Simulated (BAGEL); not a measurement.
# doublet BNH3OF+ at 5 levels

Wanted: a comparison of 5 runs (UHF/STO-3G, ROHF/6-31G*, UHF/6-31G*, ROHF/6-311+G**, UHF/6-311+G**) of doublet BNH3OF+. 

Program for the calculation: BAGEL 1.2.2.

3 further runs of the same task are left out: 1 that didn't finish, 2 set aside as unsound or not needed.

**1. The system as given**

BNH3OF+ has 7 atoms, charge +1, and is taken as a doublet. As SMILES of the parent species, `NB(O)F`. The shape is that of a PBE0-D4/def2-TZVP optimisation. This is one conformer, not always the lowest. That shape belongs to the parent species and isn't relaxed for this state.

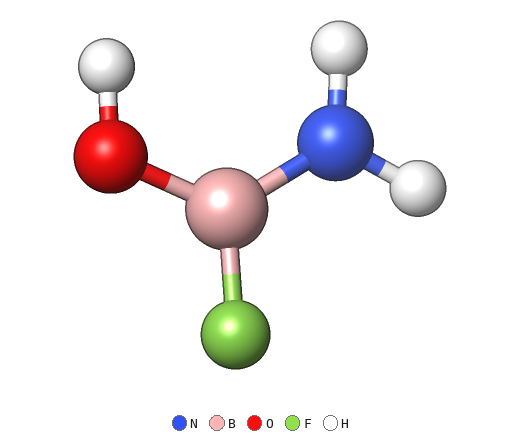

The structure, seen from a chosen angle (nitrogen blue, boron pink, oxygen red, fluorine green, hydrogen white).

**2. A single-point energy at UHF/STO-3G (density fitting with qzvpp-jkfit) (run 1)**

File input.json:

```json
{ "bagel": [

{
  "title": "molecule",
  "basis": "sto-3g",
  "df_basis": "qzvpp-jkfit",
  "angstrom": true,
  "geometry": [
    { "atom": "N", "xyz": [      -0.531800,       0.753400,      -0.032100 ] },
    { "atom": "B", "xyz": [       0.039300,      -0.505700,      -0.288800 ] },
    { "atom": "O", "xyz": [       1.106300,      -1.044300,       0.367000 ] },
    { "atom": "F", "xyz": [      -0.494800,      -1.258200,      -1.256300 ] },
    { "atom": "H", "xyz": [      -1.320400,       1.081700,      -0.559700 ] },
    { "atom": "H", "xyz": [      -0.210100,       1.394300,       0.668500 ] },
    { "atom": "H", "xyz": [       1.472700,      -0.489200,       1.055700 ] }
  ]
},

{ "title": "uhf", "charge": 1, "nopen": 1 },

{ "title": "print", "file": "orbitals.molden", "orbitals": true }

]}
```

Launch:

```
$ BAGEL_NUM_THREADS=1 BAGEL input.json > input.out
```

Output:

```text
* using 1 threads per process

  ===============================================================
  ===============================================================

  *** Geometry ***

[... 23 lines left out ...]
      * DIIS with orbital gradients will be used.

  === UHF iteration (sto-3g) ===
      0       -251.46831525          0.05517798           0.01
      1       -251.58811115          0.02213758           0.01
      2       -251.60619809          0.00931614           0.01
[... 14 lines of this table left out ...]
     17       -251.61031216          0.00000001           0.01
    * SCF iteration converged.

    * S^2 (UHF) is 0.7694

    * Permanent dipole moment:
           (    0.646824,    -2.650587,    -1.057263) a.u.

    * METHOD: UHF                                  0.28

    * METHOD: PRINT                                0.00

  ===============================================================
```

Wall time 0.5 s (1 thread of Arm Neoverse V2, shared host).

**3. A single-point energy at ROHF/6-31G(d) (density fitting with qzvpp-jkfit, spherical functions) (run 2)**

File hf.json:

```json
{ "bagel" : [

{
  "title" : "molecule",
  "basis" : "6-31gs.json",
  "df_basis" : "qzvpp-jkfit",
  "angstrom" : "true",
  "geometry" : [
    { "atom" : "N", "xyz" : [   -0.531800,    0.753400,   -0.032100 ] },
    { "atom" : "B", "xyz" : [    0.039300,   -0.505700,   -0.288800 ] },
    { "atom" : "O", "xyz" : [    1.106300,   -1.044300,    0.367000 ] },
    { "atom" : "F", "xyz" : [   -0.494800,   -1.258200,   -1.256300 ] },
    { "atom" : "H", "xyz" : [   -1.320400,    1.081700,   -0.559700 ] },
    { "atom" : "H", "xyz" : [   -0.210100,    1.394300,    0.668500 ] },
    { "atom" : "H", "xyz" : [    1.472700,   -0.489200,    1.055700 ] }
  ]
},
{ "title" : "rohf", "charge" : 1, "nopen" : 1 },
{ "title" : "print", "file" : "orbitals.molden", "orbitals" : "true" }

]}
```

The basis set 6-31G* is read from a file made from the Basis Set Exchange's data (not shown).

Launch:

```
$ BAGEL_NUM_THREADS=1 BAGEL hf.json > hf.out
```

Output:

```text
* using 1 threads per process

  ===============================================================
  ===============================================================

  *** Geometry ***

[... 23 lines left out ...]
      * DIIS with orbital gradients will be used.

  === ROHF iteration (6-31gs.json) ===
      0       -254.76193022          0.05640530           0.04
      1       -254.90778885          0.03546642           0.04
      2       -254.95093740          0.02281152           0.04
[... 12 lines of this table left out ...]
     15       -254.98229958          0.00000000           0.04
    * SCF iteration converged.

    * S^2 (ROHF) is 0.7500

    * Permanent dipole moment:
           (    0.720007,    -3.044759,    -1.235834) a.u.

    * METHOD: ROHF                                 0.73

    * METHOD: PRINT                                0.01

  ===============================================================
```

It took 1 s on 1 thread of Arm Neoverse V2, shared host.

Runs 3 to 4 aren't shown in full; the table further down has their settings and results.

**4. A single-point energy at UHF/6-311+G(d,p) (density fitting with qzvpp-jkfit) (run 5)**

File calc.json:

```json
{ "bagel" : [

{
  "title" : "molecule",
  "basis" : "6-311+gss.json",
  "df_basis" : "qzvpp-jkfit",
  "angstrom" : true,
  "geometry" : [
    { "atom" : "N", "xyz" : [   -0.531800,    0.753400,   -0.032100 ] },
    { "atom" : "B", "xyz" : [    0.039300,   -0.505700,   -0.288800 ] },
    { "atom" : "O", "xyz" : [    1.106300,   -1.044300,    0.367000 ] },
    { "atom" : "F", "xyz" : [   -0.494800,   -1.258200,   -1.256300 ] },
    { "atom" : "H", "xyz" : [   -1.320400,    1.081700,   -0.559700 ] },
    { "atom" : "H", "xyz" : [   -0.210100,    1.394300,    0.668500 ] },
    { "atom" : "H", "xyz" : [    1.472700,   -0.489200,    1.055700 ] }
  ]
},
{
  "title" : "uhf",
  "charge" : 1,
  "nopen" : 1
},
{
  "title" : "print",
  "file" : "orbitals.molden",
  "orbitals" : true
}

]}
```

The basis set 6-311+G** is read from a file made from the Basis Set Exchange's data (not shown).

Launch:

```
$ BAGEL_NUM_THREADS=1 BAGEL calc.json > calc.out
```

Output:

```text
* using 1 threads per process

  ===============================================================
  ===============================================================

  *** Geometry ***

[... 23 lines left out ...]
      * DIIS with orbital gradients will be used.

  === UHF iteration (6-311+gss.json) ===
      0       -254.74632561          0.06187023           0.08
      1       -254.95217447          0.04251282           0.08
      2       -255.01907724          0.02830890           0.08
[... 15 lines of this table left out ...]
     18       -255.07152510          0.00000001           0.08
    * SCF iteration converged.

    * S^2 (UHF) is 0.7605

    * Permanent dipole moment:
           (    0.693630,    -3.036383,    -1.255094) a.u.

    * METHOD: UHF                                  1.67

    * METHOD: PRINT                                0.02

  ===============================================================
```

Wall time 2 s (1 thread of Arm Neoverse V2, shared host); peak memory 0.11 GiB.

**5. The series**

| run | level | energy (Eh) | ⟨S²⟩ | wall time |
| --- | --- | --- | --- | --- |
| 1 | UHF/STO-3G (density fitting with qzvpp-jkfit) | -251.610312 | 0.769 | 0.5 s |
| 2 | ROHF/6-31G* (density fitting with qzvpp-jkfit, spherical functions) | -254.982300 | 0.750 | 1 s |
| 3 | UHF/6-31G* (density fitting with qzvpp-jkfit, spherical functions) | -254.986915 | 0.760 | 1.1 s |
| 4 | ROHF/6-311+G** (density fitting with qzvpp-jkfit) | -255.066778 | 0.750 | 1.8 s |
| 5 | UHF/6-311+G** (density fitting with qzvpp-jkfit) | -255.071525 | 0.760 | 2 s |

**6. What came out**

```
           quantity          value
run 5: total energy  -255.07153 Eh
        run 5: ⟨S²⟩          0.760
```

What this shows: In run 1 the basis is minimal, so the values are rough. All runs together took 6.4 s, the longest 2 s.
